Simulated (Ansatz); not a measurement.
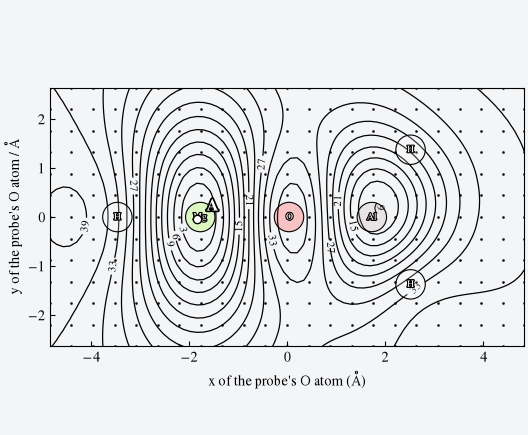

AlH₃MgO (SMILES [MgH][O][AlH2]) with the probe H2O. The probe is moved over a plane parallel to the molecule's main plane, 2.85 Å above it. Coordinates scanned: (1) x of the probe's O atom; (2) y of the probe's O atom. Nothing is relaxed (molecule and probe rigid, the probe upright with O nearest the plane). The grid has 23 × 13 points. Energies are in kJ/mol, from the lowest grid point. All numbers below come from Ansatz 0.2.0, RKS PBE0-D4/def2-SVPD.

The picture shows contour lines labelled in kJ/mol, dots at the grid points, labelled circles for the molecule's atoms, projected on the plane, the point A. Between grid points the surface is interpolated.

### Find the lowest pass out of the well at A.

The easiest path leads from the well at about x of the probe's O atom = −1.84 Å, y of the probe's O atom = −0.04 Å to the well at about x of the probe's O atom = 1.84 Å, y of the probe's O atom = 0.19 Å, about 8.8 kJ/mol higher. Its highest point lies about 31 kJ/mol above the bottom of the first well on the interpolated surface, at about x of the probe's O atom = 0.28 Å, y of the probe's O atom = 2.02 Å. Seen from the upper well the barrier is about 22 kJ/mol. This is the barrier on the constrained surface; relaxing the other coordinates would change it.

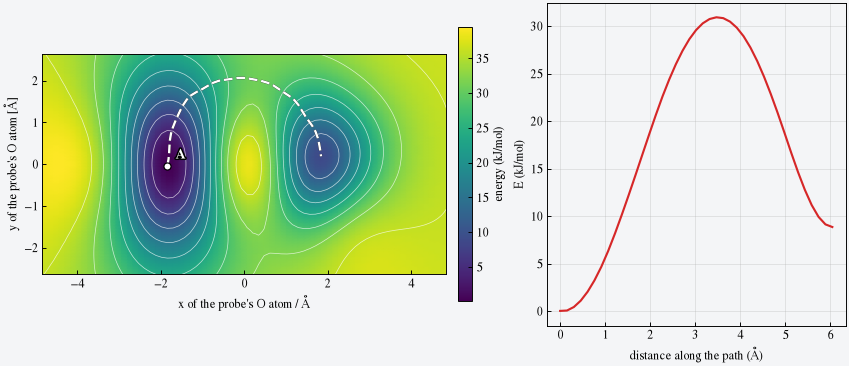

Drawn: a smooth colour map with a few white contour lines, a line along the lowest path, the energy along the path at the right. Between grid points the surface is interpolated.
